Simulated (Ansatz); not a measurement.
Two G0W0 runs on SrCaTi2O6 (perovskite [001] superlattice) (P4/mmm).

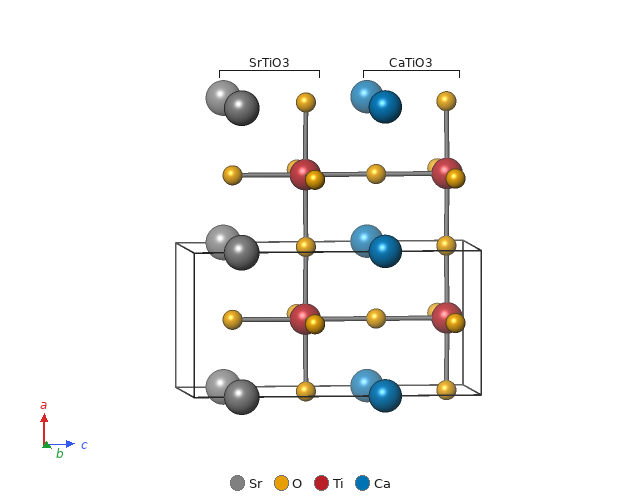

The structure (strontium grey, oxygen orange, titanium red, calcium blue). 2×1×1 cells are drawn. Some periodic images of atoms are drawn too.

The structure was built from a prototype and need not be the compound's stable phase.

Symmetry: P4/mmm, No. 123, tetragonal system. Conventional cell: a = 3.830 Å, b = 3.830 Å, c = 7.657 Å, α = 90.00°, β = 90.00°, γ = 90.00°. Nearest to Sr lie 12 O at 2.71 to 2.74 Å. Nearest to O lie 2 Ti at 1.94 Å and 4 Sr at 2.71 Å. Ti has 6 O at 1.89 to 1.94 Å nearest. Nearest to O lie 2 Ti at 1.92 Å and 2 Ca at 2.68 Å and 2 Sr at 2.74 Å. Ca has 12 O at 2.68 to 2.71 Å nearest. O has 2 Ti at 1.89 Å and 4 Ca at 2.71 Å nearest. It derives from SrTiO3. Farther neighbours and most contacts between anions are not listed.

```xyz
10
Lattice="3.8302 0.0000 0.0000 0.0000 3.8302 0.0000 0.0000 0.0000 7.6566" Properties=species:S:1:pos:R:3 pbc="T T T"
Sr    0.0000    0.0000    0.9682
O     1.9151    1.9151    0.9682
Ti    1.9151    1.9151    2.9055
O     1.9151    0.0000    2.9236
O     0.0000    1.9151    2.9236
Ca    0.0000    0.0000    4.7966
O     1.9151    1.9151    4.7965
Ti    1.9151    1.9151    6.6875
O     1.9151    0.0000    6.6692
O     0.0000    1.9151    6.6692
```

The structure was relaxed with LDA. The runs that relaxed it are not among those shown.

The first (Ansatz 0.2.0; start LDA, 4×4×2 mesh, 217 empty bands, screening to 90 eV, PAW set soft_1 files; 4 threads of Arm Neoverse V1, shared host) gave, on its mesh: starting gap 1.85 eV, G0W0 gap 3.58 eV, RPA ε∞ (mean) 6.82, 76 s.

The second gave: starting gap 1.85 eV, G0W0 gap 4.15 eV, RPA ε∞ (mean) 6.89, 21 s.

**Question.** What was changed in the input? Choose among start, files, mesh, bands and cutoff, frequency model or another key.

Changed: empty bands from 217 to 55 and screening cutoff (eV) from 90.0 to 36. The starting gap stayed, which rules out the functional and points to the GW step. Other changes could give like numbers; this is the one that was made.

Limits: not at the basis limit; no spin-orbit coupling; coarse k mesh.

[Paths, hosts, dates, memory and timing lines, banners, echoed tables and standing remarks are left out of the program output.]

[Logs are printed without paths, hosts, clocks, repeated set-up lines and the standing remarks that a program may print on its own settings, such as how far it seeks lower states.]

[Runs of the session that timed out or met a known fault of the program may be left out.]

[Cells called generated may have been cut or substituted from an entry of the Crystallography Open Database or the Materials Project.]

[Hosts, paths, dates, database ids (printed as entryN), source tags and the programs' standing remarks are cut or masked in the printed files.]
